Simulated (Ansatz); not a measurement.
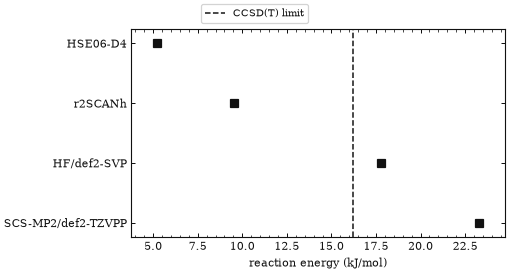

Electronic reaction energy of CH₄OSi (CO[SiH]) [singlet] + H₂S (S) → SiH₂S ([SiH]S) [singlet] + CH₄O (CO) (SMILES in brackets) at several levels (functionals in def2-TZVPP unless a basis is named), isolated molecules at PBE0-D4 triple-zeta geometries, minima by their frequencies, no zero-point or thermal terms, the Ansatz code. The line is frozen-core CCSD(T) at the basis limit (MP2 extrapolated from triple and quadruple zeta, plus CCSD(T) less MP2 in a smaller set). No dispersion term is added to r2SCANh. The distance of HF/def2-SVP and SCS-MP2/def2-TZVPP to the limit includes basis error.

Question: What do zero-point energy and temperature add?

Answer: Zero-point change 10.4 kJ/mol; at 298.15 K and 1 bar the CCSD(T) limit plus thermal terms gives an enthalpy of reaction of 25.1 and a free energy of 22.2 kJ/mol (harmonic PBE0-D4 modes, ideal gas).

Question: Give the values.

Answer:
```tsv
level	kJ/mol	less CCSD(T) limit
HSE06-D4	5.2	−11.0
r2SCANh	9.6	−6.7
HF/def2-SVP	17.8	1.6
SCS-MP2/def2-TZVPP	23.3	7.1
CCSD(T) limit	16.2	0.0
```
